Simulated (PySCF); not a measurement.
**C7H14PSi (charge +1): density, localisation and related maps**

Input

```
{"job": {"kind": "nmr", "xc": "PBE0", "basis": "pcSseg-1"}, "charge": 1, "multiplicity": 1}
C     -2.609227    -1.068680     1.009771
C     -1.706155    -1.382479    -0.179423
C     -0.417129    -0.641709    -0.090630
C      0.833588    -1.046237    -0.380128
C      1.907861    -0.072096    -0.183180
Si     3.728906    -0.524803    -0.552848
C      1.479577     1.122483     0.273174
P     -0.295581     1.071246     0.475206
C     -1.226142     2.275340    -0.500396
H     -2.810551     0.003047     1.067608
H     -2.143727    -1.389075     1.939384
H     -3.558959    -1.586411     0.909798
H     -1.504651    -2.453645    -0.231366
H     -2.217057    -1.102151    -1.106048
H      1.063967    -2.034963    -0.741533
H      3.982643    -1.714598     0.254560
H      3.753023    -0.795205    -1.988071
H      4.520733     0.634053    -0.158995
H      2.091401     1.978212     0.492891
H     -0.656025     1.200515     1.799230
H     -0.981474     3.281684    -0.158286
H     -2.296930     2.102365    -0.391820
H     -0.942843     2.170092    -1.548819
```

Launched as:

```sh
OMP_NUM_THREADS=1 python probes_run.py task.json out
```

Geometry: GFN2-xTB.

The calculation used PBE0/pcSseg-1, SCF density, gas phase, non-relativistic (PySCF).

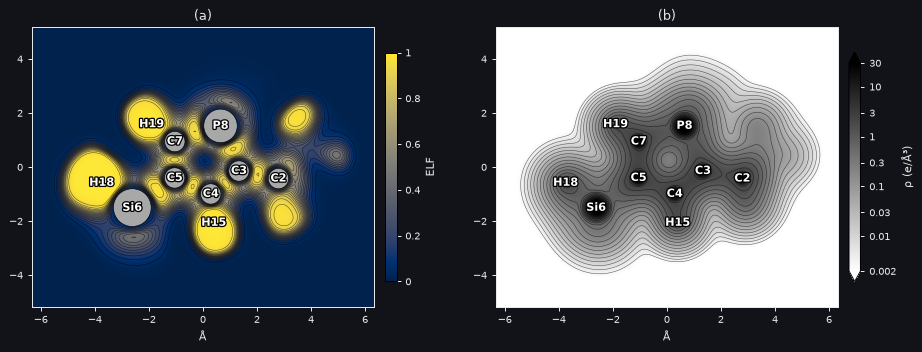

Figure 1. (a) electron localisation function; (b) electron density on the plane of atoms C5, Si6 and H18. Grey discs cover the atomic cores in the ELF map.

Interpret the plot.

- Atoms in the plane: C, Si, P and H.
- C–C (1.35 Å): ρ is about 2.2 e/Å³ halfway; the ELF peaks at about 0.90 between the atoms: a covalent bond.
- C–P (1.79 Å): the density is about 1.2 e/Å³ at the midpoint; the ELF peaks at about 0.95 between the atoms; a shared electron pair.
- C–Si (1.91 Å): ρ at the midpoint is about 0.88 e/Å³; the ELF peaks at about 1 between the atoms; a covalent bond.
- C–H (1.07 Å): ρ is about 2.1 e/Å³ halfway; the ELF climbs to about 1 towards the hydrogen, as it does in any bond to H: a covalent bond by its length.
- C–C (1.46 Å): the density is about 1.8 e/Å³ at the midpoint; the ELF peaks at about 0.95 between the atoms (a shared electron pair).

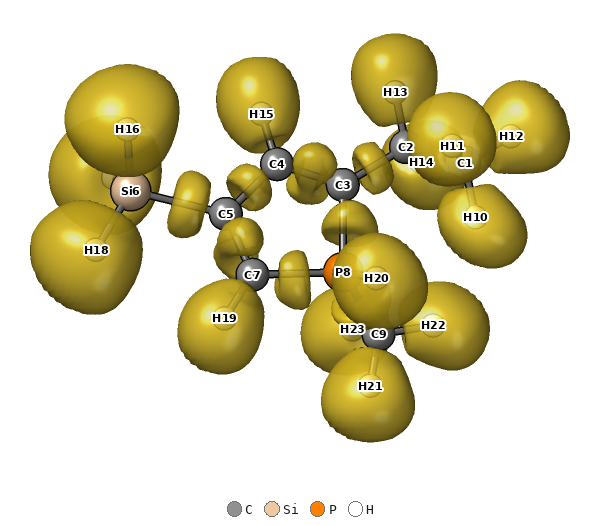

Figure 2. Isosurface of the electron localisation function at 0.75 (yellow), seen across its widest extent. Core shells and regions of very low density are left out.

Where are the electrons localised?

At this value the surface marks out five regions between bonded C–C atoms (shared pairs), three regions between bonded C–P atoms (shared pairs), one region between bonded C–Si atoms (shared pairs) and 14 regions around hydrogen nuclei.
